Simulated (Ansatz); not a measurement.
CHSSi (SMILES C1=[Si]=[S+]1) (charge +1)

The calculation's input:

```
basis:
  gaussian: {orbitals: def2-TZVPD}
crystal:
  periodic: [false, false, false]
  atoms:
    - symbol: C
      position_ang: [0.788660, 0.215742, 0.839619]
    - symbol: S
      position_ang: [-0.655304, -0.550364, 0.856315]
    - symbol: Si
      position_ang: [-0.311787, 1.536914, 0.071989]
    - symbol: H
      position_ang: [1.758157, -0.162795, 1.194194]
total_charge: 1
hamiltonian: {xc: {name: PBE0}}
output: {forces: true, orbitals: {seedname: orbitals}}
```

Run with:

```sh
ansatz run input.yaml --threads 1 --pin off --max-ram 2610MiB --events-out events.jsonl --progress --plain --runs-dir runs
```

Geometry: PBE0-D3(BJ)/def2-SVP.

Method: isolated molecule in a Gaussian basis; Kohn-Sham density functional theory, functional PBE0 (Ansatz 0.2.0).

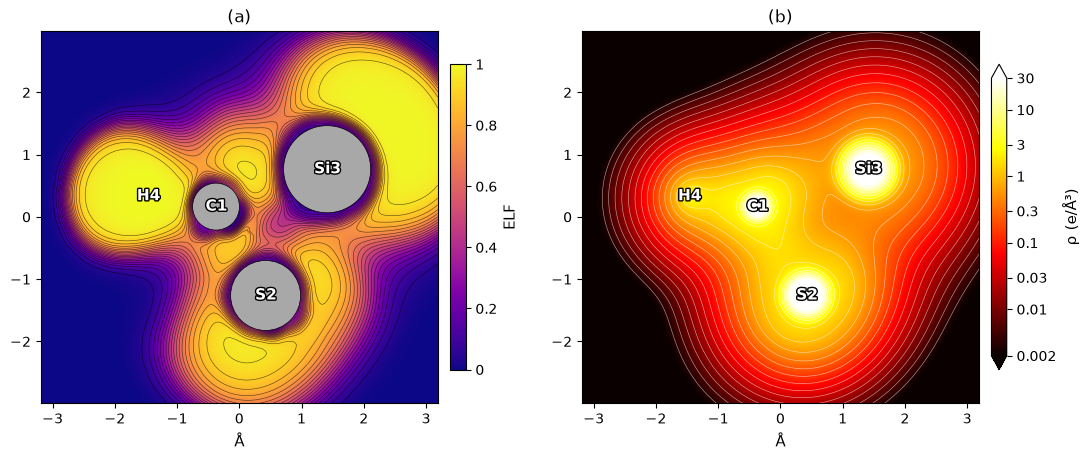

Figure 1. (a) electron localisation function; (b) electron density on the molecular plane. Grey discs cover the atomic cores in the ELF map.

**Read the bonding off the picture.**

The plane passes through C, S, Si and H nuclei. C–S (1.63 Å): the density is about 1.7 e/Å³ at the midpoint; the ELF peaks at about 0.90 between the atoms: localised, covalent bonding. C–Si (1.88 Å): ρ at the midpoint is about 0.87 e/Å³; the ELF peaks at about 0.90 between the atoms; a shared electron pair. Si–S (2.26 Å): ρ is about 0.62 e/Å³ halfway, with its minimum of 0.5 e/Å³ about 0.8 Å from Si; the ELF peaks at about 0.70 between the atoms. C–H (1.10 Å): ρ is about 2.1 e/Å³ halfway; the ELF climbs to about 1 towards the hydrogen, as it does in any bond to H: a covalent bond by its length. The ELF also peaks beside S2 and Si3, away from the bonds: lone-pair regions.

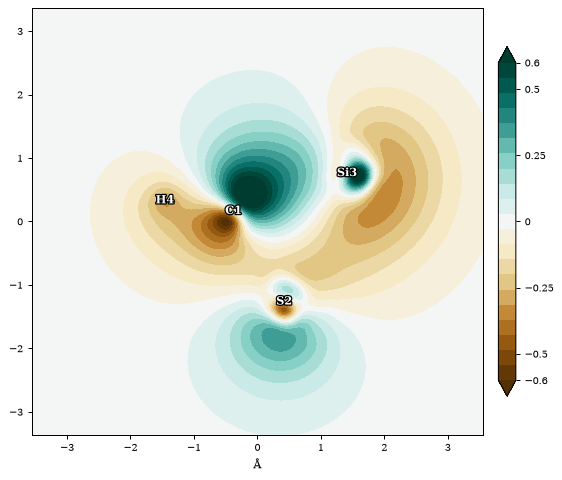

Figure 2. The HOMO on the molecular plane (values in Å⁻³ᐟ²; the overall sign is arbitrary).

**Where does this orbital lie, and at what energy?**

By Hirshfeld shares it lies mainly on Si3 (about 45 %), C1 (about 30 %) and S2 (about 20 %); it is symmetric in the molecular plane (an in-plane orbital: σ, lone-pair or in-plane π type). Its energy is −14.24 eV.

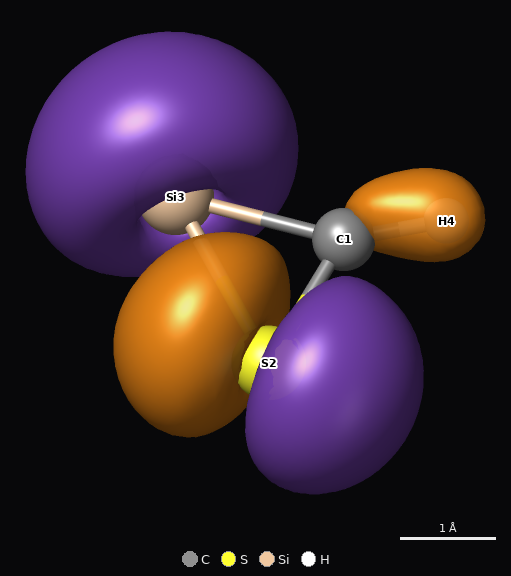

Figure 3. The HOMO−1 at ±0.1 Å⁻³ᐟ² (orange and purple are the two phases), seen at a tilt.

**What is the character of this orbital?**

Its weight (Hirshfeld) is mainly on Si3 (about 50 %) and S2 (about 45 %); it is symmetric in the molecular plane (an in-plane orbital: σ, lone-pair or in-plane π type). Its energy is −14.42 eV.
